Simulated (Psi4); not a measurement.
Reaction (SMILES): C#N (CH-N) → [C-]#[NH+] (C-NH)
B3LYP-D3(BJ)/def2-TZVP geometries, fixed; electronic energies without zero-point terms.

Basis-set convergence of the isomerisation energy at wB97X-V with Psi4. Cartesian d functions, on some or all atoms, in 6-31G**, 6-31+G*; all else is spherical. Density fitting with the program's default auxiliary sets. Psi4's default fitting sets serve the pcseg sets less well. The functional holds VV10 correlation; no added dispersion term, no relativity. Functions are those of the species that has most. Reference: the value in aug-cc-pVQZ, 12.99 kcal/mol, itself unsure by roughly 0.02 kcal/mol (its mean distance from cc-pV5Z, def2-QZVPPD, def2-QZVPP). Deviations are taken from unrounded values.

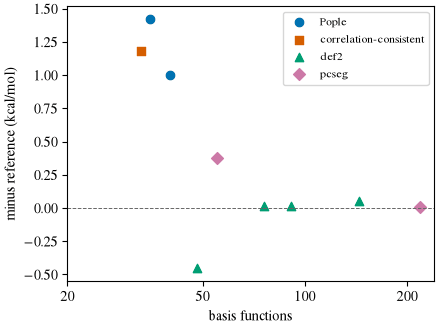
Figure: Deviation from the reference against the number of basis functions, by family of sets.

```
basis        functions  isomerisation energy (kcal/mol)  minus reference (kcal/mol)
-----------  ---------  -------------------------------  --------------------------
cc-pVDZ             33                            14.17                        1.18
6-31G**             35                            14.41                        1.42
6-31+G*             40                            13.98                        1.00
def2-SVPD           48                            12.53                       -0.45
aug-pcseg-1         55                            13.36                        0.38
def2-TZVPP          76                            13.00                        0.02
def2-TZVPPD         91                            13.01                        0.02
def2-QZVPP         144                            13.04                        0.06
aug-pcseg-3        219                            12.99                        0.01
```
